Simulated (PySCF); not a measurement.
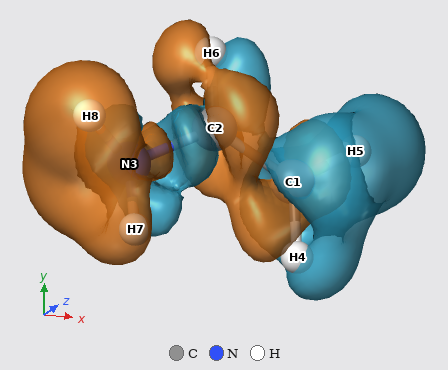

C2H5N, SMILES `C=CN`. Change of the electron density in a uniform field of 0.21 V/Å, surfaces at ±0.0015 e/Å³ (light blue: gain, orange: loss).

Computed with PySCF, TPSS/def2-SVPD, geometry: GFN2-xTB. No frequency check shows the geometry to be a minimum.

Cartesian coordinates (Å):

```
C1       1.2327   -0.1962    0.0148
C2       0.0685    0.4395    0.0022
N3      -1.1689   -0.1724   -0.0823
H4       1.2881   -1.2716    0.0260
H5       2.1626    0.3392   -0.0031
H6       0.0230    1.5203   -0.0158
H7      -1.1622   -1.1612    0.1208
H8      -1.9364    0.3202    0.3459
```

> Along which Cartesian direction does the field point?

Along −x: electrons gather on the +x side, against the field.

> What dipole is induced, and what polarisability does it imply?

The induced dipole is 0.51 D (along the field); α along this axis, from the fields in both directions, is 50 bohr³ (7.4 Å³).

> Which atoms gain and lose the most charge?

Electrons gather most on C1 (Hirshfeld charge changes by −0.012 e) and leave H8 most (+0.009 e); 0.043 electrons are displaced in all.
